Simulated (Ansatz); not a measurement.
The reference is CsPbCl$_{3}$ in the cubic perovskite structure (space group Pm-3m, No. 221; a = 5.619 Å). Axes: x, y, z lie along the cube axes.

It is then changed as follows: uniaxial strain ε_yy = −2.81 %, all other strain components held at zero; the atoms relax in the strained cell.

Method: Ansatz (an electronic-structure program), PBEsol, PAW, cutoff 420 eV, scalar-relativistic without spin-orbit coupling, earlier PAW set.

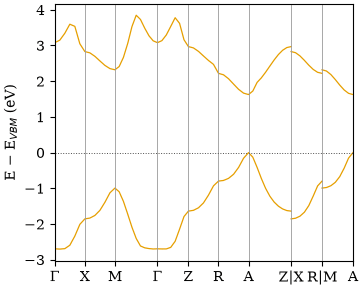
Fig. 1. Highest valence and lowest conduction band along the path of the changed cell's own zone

The gap is 1.63 eV, direct at A; the base has 1.84 eV.

Spin-orbit coupling, missing from the scalar runs, can matter with Pb. Whether these cells are dynamically stable was not tested. Many cubic perovskites are stable only at high temperature; tilts and polar distortions were not tested. This is not the structure that CsPbCl3 has at room temperature and ambient pressure. k-point labels follow each cell's own Brillouin zone.
